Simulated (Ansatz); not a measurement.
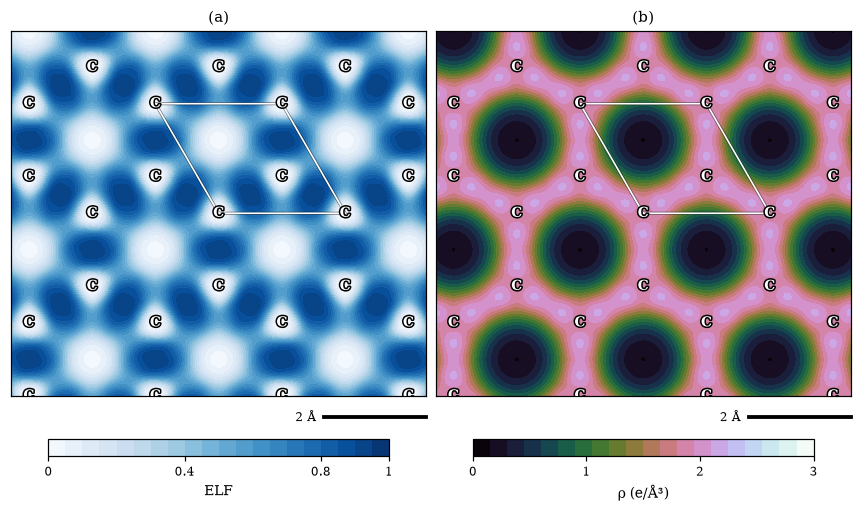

*SiC2. (a) electron localisation function; (b) valence electron density on the (001) plane of the conventional cell.*

Space group P6/mmm; a structure generated by program, which may or may not match a known phase.

Theory: DFT PBE, scalar-relativistic, plane waves, PAW (Ansatz 0.2.0).

The density is the valence pseudo-density of a PAW calculation; it isn't the true density close to the nuclei.

```yaml
crystal:
  lattice:
    - [2.47073, 0.00000, 0.00000]
    - [-1.23537, 2.13972, 0.00000]
    - [0.00000, 0.00000, 9.02103]
  atoms:
    - { symbol: Si, position: [0.00000, 0.00000, 0.50000] }
    - { symbol: C, position: [0.66667, 0.33333, 0.00000] }
    - { symbol: C, position: [0.33333, 0.66667, 0.00000] }
```

**What does the map show?**

- The plane passes through C nuclei.
- C–C (1.43 Å): ρ is about 2 e/Å³ halfway; the ELF peaks at about 0.95 between the atoms.
- Between the atoms the lowest density in this plane is 0.15 e/Å³.
